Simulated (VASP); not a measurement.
Band structure of ZnF2 (rutile). All values below come from modified Becke-Johnson potential (mBJ), VASP's PBE PAW potentials (set 64) (plane waves; VASP).

mBJ is a potential without an energy functional, so only the levels count.

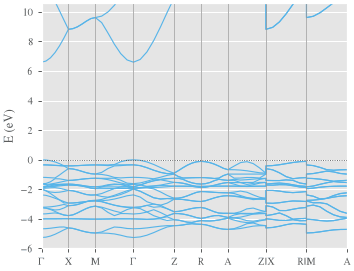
*Bands along high-symmetry lines, zero at the valence-band maximum or, without a gap, the Fermi level*

Question: Read the plot: is there a gap, and where are the band edges?

Answer: The gap is direct, 6.60 eV, from the valence maximum at Γ to the conduction minimum at Γ.

Measured: gap 7.50 eV (computed value off by -0.90 eV), as given by Dominik Kurzydłowski et al., Inorganic Chemistry (2020), arXiv:1912.01850 [midpoint of the printed range].

The compound is ZnF2 in the rutile structure. It was relaxed first, which changed the volume by +6 %. The cell's shape comes from a PBE relaxation.
